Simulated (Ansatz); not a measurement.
Reaction (SMILES): N#P (N-P) → N atom + P atom
B3LYP-D3(BJ)/def2-TZVP geometries, fixed; electronic energies without zero-point terms.

Basis-set convergence of the atomisation energy at HF with Ansatz (a quantum-chemistry and plane-wave program). Cartesian d functions, on some or all atoms, in 6-31+G*; all else is spherical. A restricted Hartree-Fock determinant is unstable towards unrestricted orbitals. Open shells are unrestricted. No added dispersion term, no relativity. Functions are those of the species that has most. Reference: the value in aug-cc-pV(5+d)Z, 41.03 kcal/mol, itself unsure by roughly 0.20 kcal/mol (its mean distance from pcseg-4, aug-pcseg-3, aug-cc-pV(Q+d)Z). Deviations are taken from unrounded values.

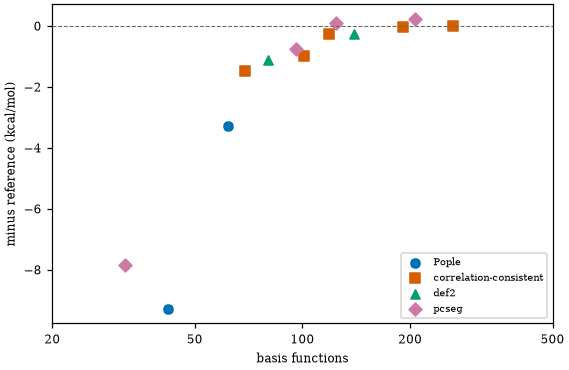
*Deviation from the reference against the number of basis functions, by family of sets.*

```tsv
basis	functions	atomisation energy (kcal/mol)	minus reference (kcal/mol)
pcseg-1	32	33.17	-7.86
6-31+G*	42	31.74	-9.29
6-311++G(2d,2p)	62	37.75	-3.28
cc-pV(T+d)Z	69	39.54	-1.49
def2-TZVPD	80	39.91	-1.12
aug-pcseg-2	96	40.29	-0.74
aug-cc-pV(T+d)Z	101	40.05	-0.97
cc-pV(Q+d)Z	119	40.75	-0.28
pcseg-3	124	41.13	0.10
def2-QZVPPD	139	40.76	-0.27
cc-pV(5+d)Z	191	40.99	-0.04
pcseg-4	206	41.26	0.24
aug-cc-pV(5+d)Z	263	41.03	0.00
```
